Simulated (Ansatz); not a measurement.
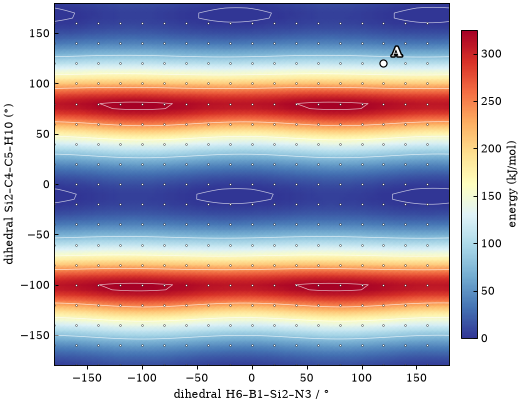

C2H6BNSi, SMILES B[SiH]1NC1=C. First axis: dihedral H6–B1–Si2–N3. Second axis: dihedral Si2–C4–C5–H10. Nothing is relaxed (all other coordinates rigid). The scan uses an 18 × 18 grid. Points are written as (first, second). All energies are given in kJ/mol relative to the lowest grid point. The dihedral twists a double bond; near 90° a spin-restricted reference is unreliable. Theory: Ansatz 0.2.0, RHF/def2-SVP.

In the figure: a smooth colour map with a few white contour lines, dots at the grid points, the point A. Between grid points the surface is interpolated.

Is A at rest? If not, where is it pushed?

Answer. A, at (120°, 120°), is not a stationary point. The computed force is 0.1 kJ/mol for each degree towards larger values of dihedral H6–B1–Si2–N3 and 4.4 kJ/mol for each degree towards larger values of dihedral Si2–C4–C5–H10.
